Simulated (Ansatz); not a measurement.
A series of calculations on B₂H₂BrCl

Part 1: Relaxation

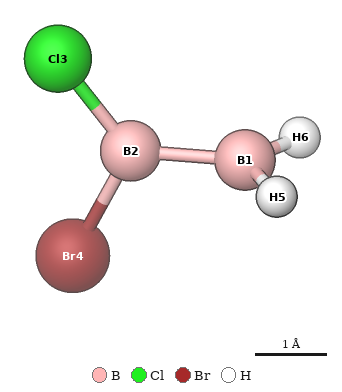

B₂H₂BrCl, before the relaxation. The picture is a ball-and-stick view, seen from a free direction.

The run prepares an end point of a later path (torsion) calculation, from a guessed geometry.

Theory: RKS PBE-D4/def2-SVP in Ansatz.

Input
```yaml
crystal:
  periodic: [false, false, false]
  atoms:
    - { symbol: B, position_ang: [-0.72673, 0.22045, 0.53888] }
    - { symbol: B, position_ang: [0.62752, -0.06569, -0.34942] }
    - { symbol: Cl, position_ang: [2.13084, 0.77615, -0.28626] }
    - { symbol: Br, position_ang: [0.50097, -1.49973, -1.59989] }
    - { symbol: H, position_ang: [-1.5875, 0.916, 0.15705] }
    - { symbol: H, position_ang: [-0.94509, -0.34718, 1.53964] }
basis:
  gaussian: { orbitals: def2-SVP }
hamiltonian:
  xc: pbe
  dispersion: d4
relax:
  f_tol: 0.015
  max_steps: 40
output:
  orbitals: {}
```

Launched with:
```bash
ansatz run input.yaml --threads 1 --pin off --max-ram 2048MiB --backend cpu --events-out ev --progress --plain --runs-dir out
```

Q: Predict the outcome.

A: The atom that moves furthest after the best rigid fit is Br4 (0.091 Å). Largest moves by element: Br 0.091 Å, Cl 0.081 Å, H 0.058 Å, B 0.055 Å. Among the contacts that change: B1–H5 1.171 → 1.218 Å, B2–Br4 1.907 → 1.939 Å, B2–Cl3 1.724 → 1.751 Å, B1–B2 1.645 → 1.664 Å. Bond angles that change, for instance: B1–B2–Br4 115.5° → 109.2°, Cl3–B2–Br4 116.7° → 120.6°, B1–B2–Cl3 127.8° → 130.2°. Over 7 geometry steps the energy falls by 9.54 kJ/mol. The largest force component goes from 1 to 0.011 eV/Å.

Step by step:

| step | E − E(0), kJ/mol | largest force component, eV/Å |
| --- | --- | --- |
| 0 | 0.00 | 1.0468 |
| 1 | -7.50 | 0.3458 |
| 2 | -9.26 | 0.1482 |
| 3 | -9.40 | 0.0489 |
| 4 | -9.43 | 0.0281 |
| 5 | -9.46 | 0.0511 |
| 6 | -9.52 | 0.0133 |
| 7 | -9.54 | 0.0111 |

The structure at the end:

```xyz
6

B    -0.7271    0.2049    0.5253
B     0.6722   -0.0341   -0.3426
Cl    2.2006    0.8169   -0.2797
Br    0.4155   -1.5113   -1.5719
H    -1.6183    0.9233    0.1083
H    -0.9428   -0.3997    1.5606
```

The end point in the same view:

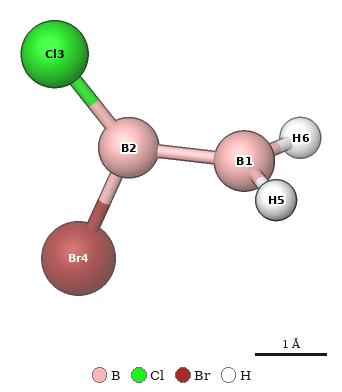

Part 2: Relaxation

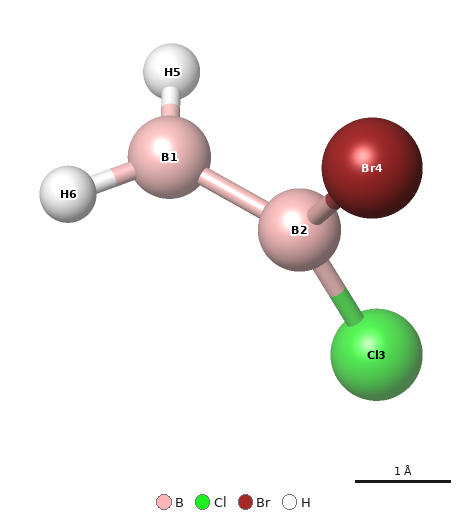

Starting structure of B₂H₂BrCl. The picture is a ball-and-stick view, seen from a free direction.

The run prepares an end point of a later path (torsion) calculation, from a guessed geometry.

Computed with RKS PBE-D4/def2-SVP (Ansatz).

Input file:
```yaml
crystal:
  periodic: [false, false, false]
  atoms:
    - { symbol: B, position_ang: [-0.72673, 0.22045, 0.53888] }
    - { symbol: B, position_ang: [0.62752, -0.06569, -0.34942] }
    - { symbol: Cl, position_ang: [0.86537, -1.27542, -1.55467] }
    - { symbol: Br, position_ang: [2.10559, 1.08279, 0.01454] }
    - { symbol: H, position_ang: [-1.5875, 0.916, 0.15705] }
    - { symbol: H, position_ang: [-0.94509, -0.34718, 1.53964] }
basis:
  gaussian: { orbitals: def2-SVP }
hamiltonian:
  xc: pbe
  dispersion: d4
relax:
  f_tol: 0.015
  max_steps: 40
```

Launched with:
```bash
ansatz run input.yaml --threads 1 --pin off --max-ram 2048MiB --backend cpu --events-out ev --progress --plain --runs-dir out
```

### Predict the outcome.

After 9 geometry steps the energy has fallen by 2.58 kcal/mol. Largest force component: 1.1 eV/Å at the start, 0.0029 eV/Å at the end. The largest move after the best rigid fit is that of Br4, 0.13 Å. Largest moves by element: Br 0.13 Å, Cl 0.10 Å, H 0.09 Å, B 0.08 Å. Among the contacts that change: B1–H5 1.171 → 1.218 Å, B2–Br4 1.907 → 1.939 Å, B2–Cl3 1.724 → 1.750 Å, B1–B2 1.645 → 1.663 Å. Among the angles between lasting bonds that change: B1–B2–Br4 115.5° → 109.1°, Cl3–B2–Br4 116.7° → 120.5°, B1–B2–Cl3 127.8° → 130.4°.

The structure at the end:

```xyz
6

B    -0.7362    0.1873    0.5144
B     0.6188   -0.1262   -0.3979
Cl    0.9011   -1.3364   -1.6299
Br    2.0168    1.1241    0.0931
H    -1.5672    1.0026    0.1559
H    -0.8942   -0.3206    1.6103
```

After the run, drawn alike:

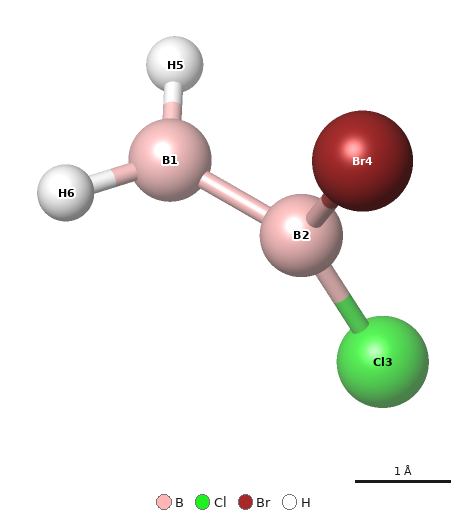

Part 3: Path

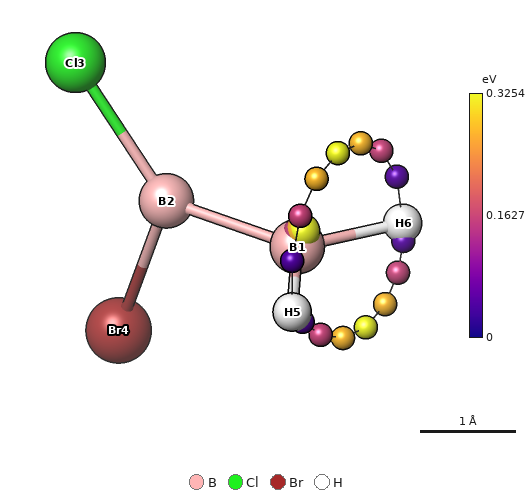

A nudged-elastic-band calculation for B₂H₂BrCl. Images are numbered from 0 (start) to 8 (end). The start is drawn whole; smaller spheres mark the moving atoms (B, H) in the later images, joined by lines and coloured by the energy of the image relative to the start. The picture is a ball-and-stick view, seen from a free direction.

The calculation used Ansatz 0.2.0, RKS PBE-D4/def2-SVP. Run with 7 movable images; climbing image; force threshold 0.03 eV/Å; iteration limit 60; starting path by image-dependent pair potential.

Q: What moves, how far, and at what cost in energy?

A: The motion is a rotation about the B1–B2 bond by about 180°. No bond forms or breaks between the ends. Among the angles between lasting bonds that change up to the highest image: B1–B2–Br4 109.2° → 120.3°, B1–B2–Cl3 130.2° → 121.9°. The barrier is about 0.33 eV in both directions, with image 4 at the top; the ends have the same energy. The band converged in 8 iterations, with a climbing image at the top. At the top, the vibrational analysis gives one imaginary mode (282i cm⁻¹), as a transition state must have.
